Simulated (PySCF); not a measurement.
# OH (SMILES [OH]) at UCCSDT/6-31G(d) (spherical functions)

What is the energy change on altering one bond length of OH at UCCSDT/6-31G* (spherical functions)? 

Program for the calculation: PySCF 2.14.0.

9 further runs of the same task are left out: 2 that didn't finish, 7 set aside as unsound or not needed.

## 1. The system as given

The species is OH (2 atoms), meant as a doublet with charge 0. SMILES: `[OH]`. The coordinates come from a PBE0-D4/def2-TZVP relaxation.

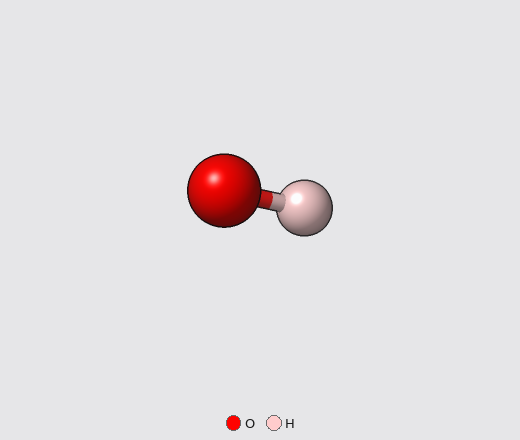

Viewed from a chosen angle; oxygen red, hydrogen pink.

## 2. A single-point energy at UCCSDT/6-31G(d) (spherical functions)

The input, geometry.xyz:

```xyz
2
HO
O      0.415880    -0.133150     0.214550
H     -0.415880     0.133150    -0.214550
```

The input, run.py:

```python
# [OH]
from pyscf import gto, cc

molecule = gto.M(
    atom='geometry.xyz',
    max_memory=1860,
    verbose=3,
    basis='6-31g*',
    spin=1,
)

mf = molecule.UHF()
mf.conv_tol = 1e-10
mf.kernel()
if not mf.converged:
    mf = mf.newton().run(mf.mo_coeff, mf.mo_occ)

mycc = cc.CCSDT(mf, frozen=1)
mycc.kernel()
energy = mycc.e_tot
print(f'total energy: {energy:.8f} hartree')
```

Command:

```bash
$ OMP_NUM_THREADS=1 python run.py
```

The program printed:

```text
converged SCF energy = -75.3808543920678  <S^2> = 0.75534428  2S+1 = 2.0053372
_make_eris_incore_UCCSDT

WARN: A large `blksize_v_aaa` is being used, which may cause large memory consumption
      for storing contraction intermediates. If memory is sufficient, consider using
      `pyscf.cc.uccsdt_highm.UCCSDT` instead.

WARN: A large `blksize_v_aab` is being used, which may cause large memory consumption
      for storing contraction intermediates. If memory is sufficient, consider using
      `pyscf.cc.uccsdt_highm.UCCSDT` instead.

UCCSDT converged
E(UCCSDT) = -75.53460746420369   E_corr = -0.1537530721358655
E_corr(same-spin) = -0.032517059932961
E_corr(oppo-spin) = -0.121236012202904
total energy: -75.53460746 hartree
```

Run time: 1.6 s. Hardware: 1 thread of Arm Neoverse V2, shared host; peak memory 0.12 GiB.

## 3. The distorted shape

The input, input.py:

```python
from pyscf import gto, scf, cc

mol = gto.Mole()
mol.atom = 'O 1.081264 -0.346182 0.557818; H -0.415880 0.133150 -0.214550'
mol.max_memory = 1860
mol.verbose = 3
mol.spin = 1
mol.basis = '6-31g*'
mol.build()

hf = scf.UHF(mol)
hf.conv_tol = 1e-10
hf.kernel()
if not hf.converged:
    hf = hf.newton().run(hf.mo_coeff, hf.mo_occ)

mycc = cc.CCSDT(hf, frozen=1)
mycc.kernel()
energy = mycc.e_tot
print('Final energy', energy)
```

Command:

```bash
$ OMP_NUM_THREADS=1 python input.py
```

The program printed:

```text
converged SCF energy = -75.2122026768118  <S^2> = 0.76109372  2S+1 = 2.0110631
_make_eris_incore_UCCSDT

WARN: A large `blksize_v_aaa` is being used, which may cause large memory consumption
      for storing contraction intermediates. If memory is sufficient, consider using
      `pyscf.cc.uccsdt_highm.UCCSDT` instead.

WARN: A large `blksize_v_aab` is being used, which may cause large memory consumption
      for storing contraction intermediates. If memory is sufficient, consider using
      `pyscf.cc.uccsdt_highm.UCCSDT` instead.

UCCSDT converged
E(UCCSDT) = -75.42586823006727   E_corr = -0.2136655532555029
E_corr(same-spin) = -0.0310001561062183
E_corr(oppo-spin) = -0.182665397149285
Final energy -75.42586823006727
```

Wall time 2.1 s (1 thread of Arm Neoverse V2, shared host); peak memory 0.11 GiB.

## 4. Outcome

At UCCSDT/6-31G* (spherical functions), 1 core orbital frozen:

| quantity | value |
| --- | --- |
| first shape: total energy | -75.53461 Eh |
| first shape: dipole moment (Hartree–Fock density) | 1.89 D |
| first shape: HOMO energy (Hartree–Fock orbitals) (highest over α and β) | -13.71 eV |
| first shape: LUMO energy (Hartree–Fock orbitals) (lowest over α and β) | 3.61 eV |
| first shape: correlation energy (1 core orbital frozen) | -153.8 mEh |
| first shape: ⟨S²⟩ of the reference determinant | 0.755 |
| first shape: T1 diagnostic | 0.005 |
| distorted shape: total energy | -75.42587 Eh |
| distorted shape: dipole moment (Hartree–Fock density) | 2.00 D |
| distorted shape: HOMO energy (Hartree–Fock orbitals) (highest over α and β) | -12.81 eV |
| distorted shape: LUMO energy (Hartree–Fock orbitals) (lowest over α and β) | -0.01 eV |
| distorted shape: correlation energy (1 core orbital frozen) | -213.7 mEh |
| distorted shape: ⟨S²⟩ of the reference determinant | 0.761 |
| distorted shape: T1 diagnostic | 0.055 |
| energy change with the O1–H2 bond stretched from 0.973 to 1.751 Å | 2.959 eV |

What this shows: With the O1–H2 bond stretched from 0.973 to 1.751 Å the energy rises by 2.96 eV (68 kcal/mol). The first shape isn't relaxed at this level, so the change isn't measured from a minimum. The T1 diagnostic (distorted shape) of 0.055 is above the customary mark for such species, so a single reference may not serve.
